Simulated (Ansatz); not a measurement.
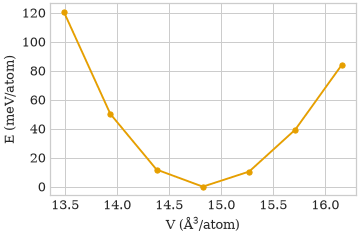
Fig. 1. TiPt3 (Cu3Au type, Pm-3m) under volume change, PBEsol (plane waves, PAW; program Ansatz), scaled uniformly.

Task: What does a third-order Birch–Murnaghan fit give for V₀, B₀ and B′?

Result: V₀ = 14.82 Å³/atom, B₀ = 266 GPa, B′ = 5.0.

The PBEsol relaxation kept the symmetry of its start; of distortions, only those at the zone centre were tested. No spin polarisation was allowed. Scalar-relativistic: spin–orbit coupling is off unless named, which matters more the heavier the elements.

Potentials: the later of the program's two PAW sets.
